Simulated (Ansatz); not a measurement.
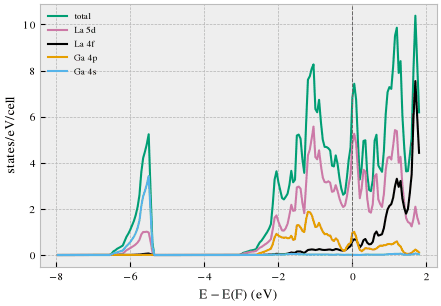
Figure: Total and projected density of states of La$_{3}$Ga (Cu3Au type, Pm-3m), r²SCAN in the plane-wave PAW code Ansatz

### Question
Which orbitals carry the states next to the Fermi level?

### Answer
Within 0.5 eV of the Fermi level: La 5d 73 %, Ga 4p 11 %, La 4f 10 %. Projections are on Löwdin-orthogonalised atomic valence shells; empty p or d shells of many metals are not among them.

### Question
Where is the tallest occupied peak in this window, and what makes it?

### Answer
Near -1.0 eV, about 8.3 states/eV per cell; the largest projected share is La 5d.

The workflow started from an entry of the Crystallography Open Database (COD). Whether it is the stable phase at ambient conditions was not checked. The cell was relaxed with r²SCAN under the symmetry of its start; its stability against distortions is not shown here. The volume moved by -34 % from the start of the relaxation. The volume fell by over 15 % from the filed cell, which may lack light atoms or belong to other conditions. Spin–orbit coupling is left out wherever it is not named.

Potentials: the later of the program's two PAW sets.
